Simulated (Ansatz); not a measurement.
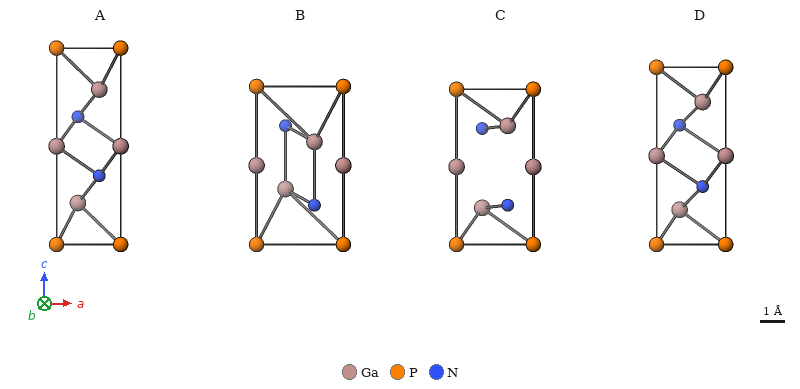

4 geometries from one relaxation of solid Ga3PN2 (a generated structure, set up in P-3m1) (coarse preliminary run), in shuffled order. Style: ball-and-stick. Shown: the cell of the calculation, along the b axis.

All numbers below come from DFT PBE, scalar-relativistic, plane waves, PAW (Ansatz). Settings: plane-wave cutoff 420 eV; k-point mesh 6 × 6 × 4; occupations gaussian; smearing width 0.1 eV; no spin polarisation; cell and atoms relaxed; force threshold 0.04 eV/Å; at most 70 steps.

Question: Put them in the order of the run, from the start to the converged end.

Answer: B, C, D, A. They are steps 0, 4, 7, 17, at +7.977 eV per cell of the calculation, +4.974 eV per cell of the calculation, +1.119 eV per cell of the calculation relative to the last. Over 14 accepted moves (17 points after the start) the energy falls by 7.977 eV per cell of the calculation. Largest force component: 1.2 eV/Å at the start, 0.02 eV/Å at the end. The pressure goes from −10.43 to 0.08 GPa. The line search rejected the trial step at point 9 of the run. At 2 points the geometry stayed and the basis and grid were re-selected for the new cell (energy shift of 92.8 meV per cell of the calculation at most each time). The largest moves relative to the cell, 1.17 Å, are those of Ga atoms. By element the largest moves are Ga 1.17 Å, N 0.85 Å. P stays in place. The drawn cell changes as follows: a = b 4.290 → 3.166 Å (−26.2 %), c 6.762 → 8.404 Å (+24.3 %); the volume changes by −32.3 %. Among the contacts that change: Ga–N 2.712 → 3.689 Å, Ga–P 3.429 → 2.548 Å, Ga–P 3.381 → 4.202 Å, Ga–N 3.005 → 2.221 Å. New bonds form, among them: Ga–N (3.01 → 2.22 Å). The space group stays P-3m1 (No. 164). Cost: 96 s on 1 thread of AMD EPYC 7R43 64-Core Processor (Zen 3) (shared host), peak memory 0.46 GiB.
